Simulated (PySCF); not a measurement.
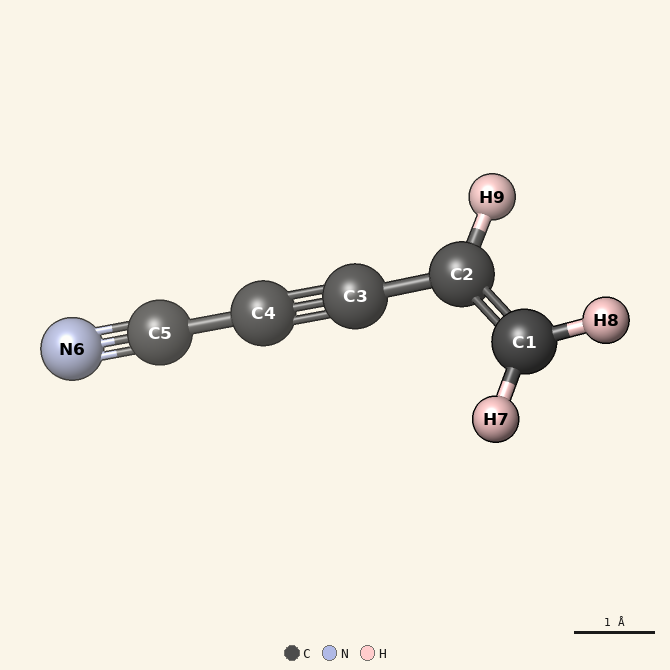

Orthographic view. Depth is shown by fading: the farther an atom, the more it takes the colour of the background. The geometry was computed by an optimisation with PBE0-D3(BJ)/def2-SVP. No frequency run is at hand to confirm it as a minimum.

Write a MOL file (V2000) with the atoms in numerical order, bonds sorted by atom number with the orders drawn, and coordinates in the frame of the picture: x right, y up, z towards the viewer, origin at the mean position.

```
C5H3N
                    3D

  9  8  0  0  0  0  0  0  0  0999 V2000
    1.8100   -0.3200    0.7900 C   0  0  0  0  0  0  0  0  0  0  0  0
    1.0200    0.5300    0.1200 C   0  0  0  0  0  0  0  0  0  0  0  0
   -0.3300    0.2500   -0.2300 C   0  0  0  0  0  0  0  0  0  0  0  0
   -1.4900    0.0300   -0.5400 C   0  0  0  0  0  0  0  0  0  0  0  0
   -2.7900   -0.2100   -0.8900 C   0  0  0  0  0  0  0  0  0  0  0  0
   -3.9000   -0.4200   -1.1900 N   0  0  0  0  0  0  0  0  0  0  0  0
    1.4500   -1.3000    1.1200 H   0  0  0  0  0  0  0  0  0  0  0  0
    2.8400   -0.0500    1.0300 H   0  0  0  0  0  0  0  0  0  0  0  0
    1.4000    1.5000   -0.2000 H   0  0  0  0  0  0  0  0  0  0  0  0
  1  2  2  0
  1  7  1  0
  1  8  1  0
  2  3  1  0
  2  9  1  0
  3  4  3  0
  4  5  1  0
  5  6  3  0
M  END
```
